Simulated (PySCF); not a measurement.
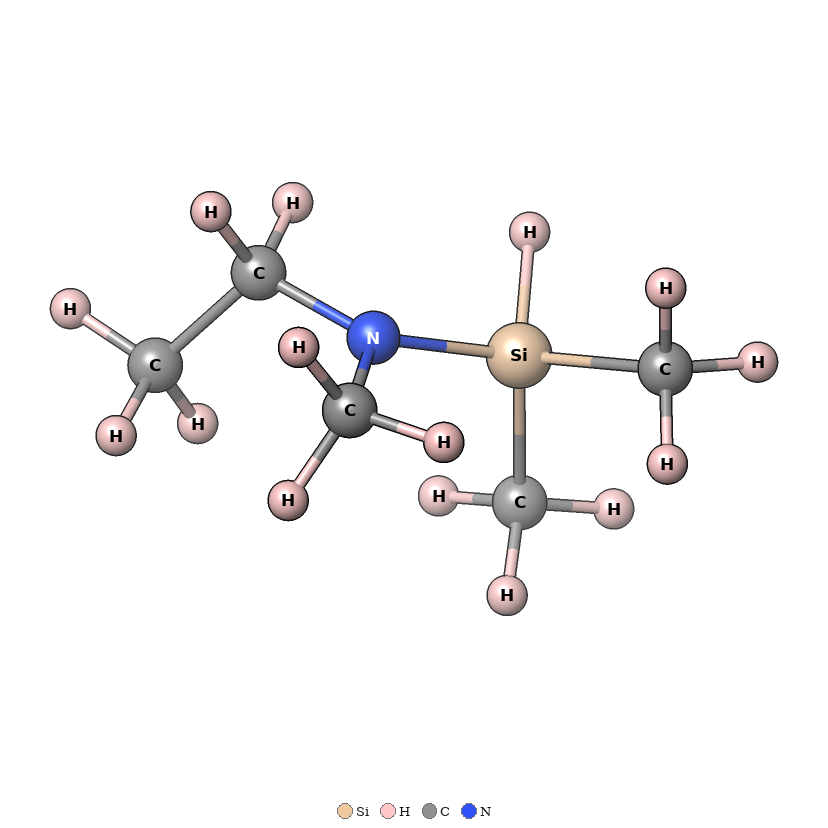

Orthographic view. Depth is shown by fading: the farther an atom, the more it takes the colour of the background. The computed structure is the end point of a PBE0-D3(BJ)/def2-SVP optimisation. No frequency run is at hand to confirm it as a minimum.

Give the standard InChI.

Answer. InChI=1S/C5H15NSi/c1-5-6(2)7(3)4/h7H,5H2,1-4H3
